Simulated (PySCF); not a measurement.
# C₃H₆F₄O₂Si (SMILES CO[Si](F)(OC)C(F)(F)F): what the fields show

| atom | x (Å) | y (Å) | z (Å) |
| --- | --- | --- | --- |
| C | 2.6039 | -0.4664 | 0.6855 |
| O | 1.4843 | 0.3846 | 0.5607 |
| Si | 0.1491 | 0.3092 | -0.2919 |
| F | 0.3948 | 0.4897 | -1.8733 |
| O | -0.6854 | -1.0290 | -0.0300 |
| C | -1.9007 | -1.5297 | -0.5580 |
| C | -0.8100 | 1.9019 | 0.2407 |
| F | -2.0182 | 1.9618 | -0.3694 |
| F | -1.0797 | 1.9468 | 1.5597 |
| F | -0.1987 | 3.0609 | -0.0485 |
| H | 3.1410 | -0.5190 | -0.2614 |
| H | 3.2461 | -0.0391 | 1.4539 |
| H | 2.2870 | -1.4664 | 0.9783 |
| H | -1.8004 | -1.7066 | -1.6287 |
| H | -2.7117 | -0.8230 | -0.3849 |
| H | -2.1090 | -2.4669 | -0.0439 |

Geometry: GFN2-xTB.

Level of theory: PBE0/pcSseg-1, SCF density, gas phase, non-relativistic (PySCF 2.14.0).

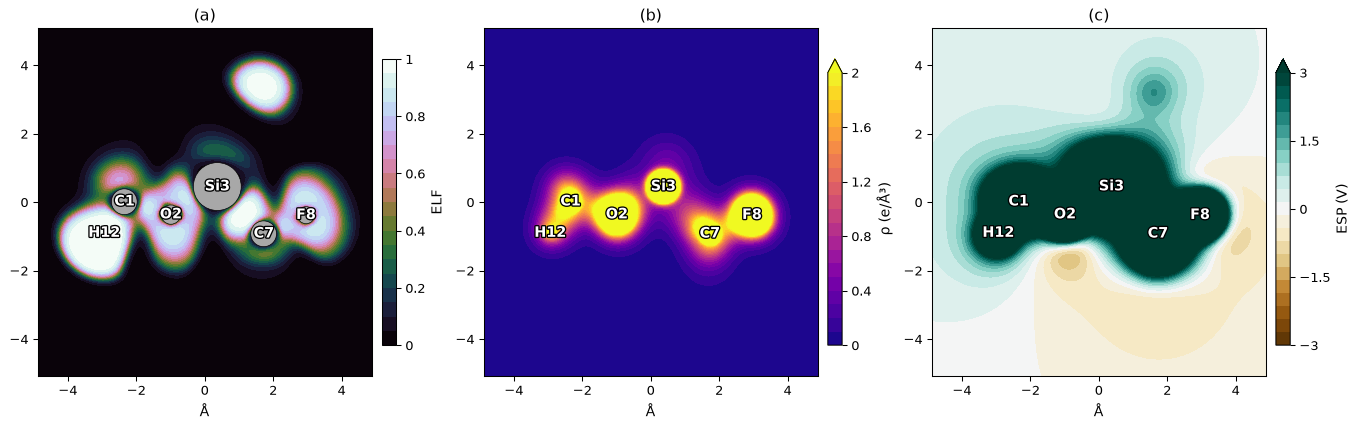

Figure 1. (a) ELF; (b) electron density; (c) molecular electrostatic potential on the plane of atoms O2, Si3 and C7. Grey discs cover the atomic cores in the ELF map.

Interpret the plot.

Answer. The plane passes through C, O, Si, F and H nuclei.
C–F (1.35 Å): ρ is about 2.3 e/Å³ halfway, with its minimum of 1.8 e/Å³ about 0.5 Å from C; the ELF peaks at about 0.85 between the atoms (a shared but strongly polarised pair).
C–O (1.41 Å): ρ at the midpoint is about 2 e/Å³, with its minimum of 1.7 e/Å³ about 0.5 Å from C; the ELF peaks at about 0.90 between the atoms; a polar covalent bond.
Si–O (1.59 Å): ρ at the midpoint is about 1.3 e/Å³; the ELF peaks at about 0.85 between the atoms: a short, strongly polar bond.
C–Si (1.93 Å): ρ is about 0.98 e/Å³ halfway; the ELF peaks at about 1 between the atoms; a shared electron pair.
C–H (1.09 Å): ρ at the midpoint is about 2.1 e/Å³; the ELF climbs to about 1 towards the hydrogen, as it does in any bond to H (an ordinary covalent bond to hydrogen).
The ELF also peaks beside O2 and F8, away from the bonds: lone-pair regions.
Outside the dense part of the molecule the potential is most negative (−1.2 V) near O2.

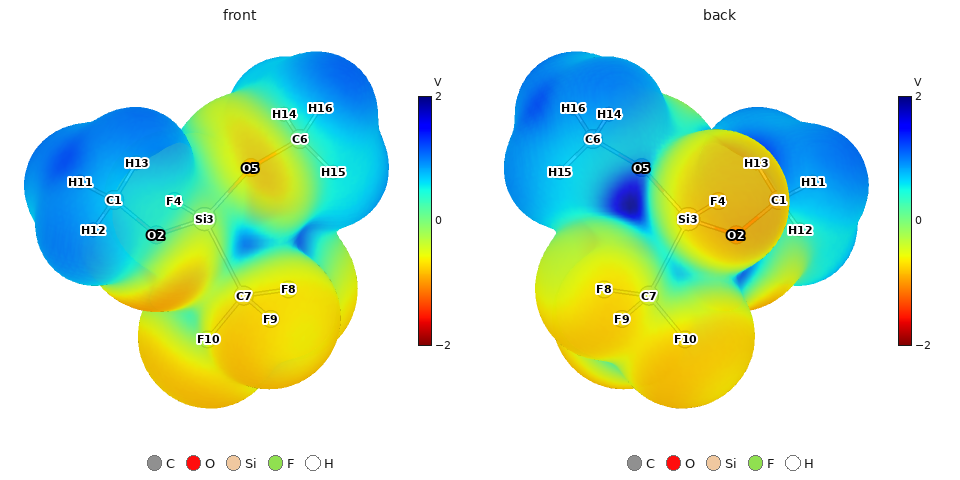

Figure 2. The molecular electrostatic potential painted on the density surface at 0.002 e/bohr³, seen from the front and from behind; the colour scale runs from red (negative) to blue (positive).

Describe the electrostatic potential map.

Answer. The most negative region (about −0.9 V) lies over O2 and F4, the most positive (about +1.8 V) over Si3.

How polar is the molecule by this calculation?

Answer. Its dipole moment is 3.76 D.
